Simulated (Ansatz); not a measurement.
```json
{"atom": "Co", "x (Å)": "-0.0001", "y (Å)": "0.0001", "z (Å)": "0.0000"}
{"atom": "N", "x (Å)": "1.8086", "y (Å)": "-0.0110", "z (Å)": "0.1979"}
{"atom": "H", "x (Å)": "2.3964", "y (Å)": "-0.8400", "z (Å)": "0.1804"}
{"atom": "H", "x (Å)": "2.3891", "y (Å)": "0.8110", "z (Å)": "0.3408"}
{"atom": "N", "x (Å)": "-0.9067", "y (Å)": "1.5776", "z (Å)": "0.0084"}
{"atom": "H", "x (Å)": "-0.4837", "y (Å)": "2.4978", "z (Å)": "0.0960"}
{"atom": "H", "x (Å)": "-1.9152", "y (Å)": "1.6761", "z (Å)": "-0.0712"}
{"atom": "N", "x (Å)": "-0.9020", "y (Å)": "-1.5666", "z (Å)": "-0.2062"}
{"atom": "H", "x (Å)": "-0.4805", "y (Å)": "-2.4915", "z (Å)": "-0.2073"}
{"atom": "H", "x (Å)": "-1.9060", "y (Å)": "-1.6535", "z (Å)": "-0.3388"}
```

Geometry: PBE0-D4/def2-SVP.

Theory: Ansatz, UKS PBE0-D4/def2-TZVP.

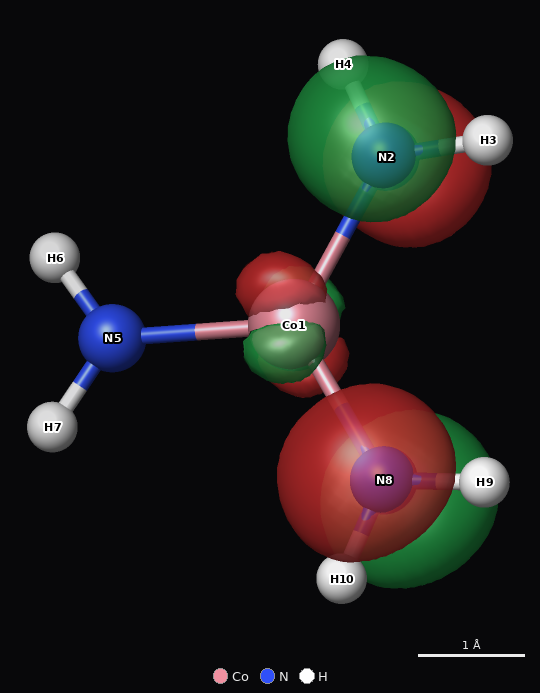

CoH6N3 (Co(NH2)3) (quintet). The HOMO (α) at ±0.15 Å⁻³ᐟ² (green and red are the two phases), seen at a tilt.

Where does this orbital lie, and at what energy?

Answer. Its weight (Hirshfeld) is mainly on N2 (about 40 %), N8 (about 40 %) and Co1 (about 10 %); it changes sign across the molecular plane (π type). It is one of a degenerate set, so its orientation is arbitrary. Its energy is −6.76 eV.
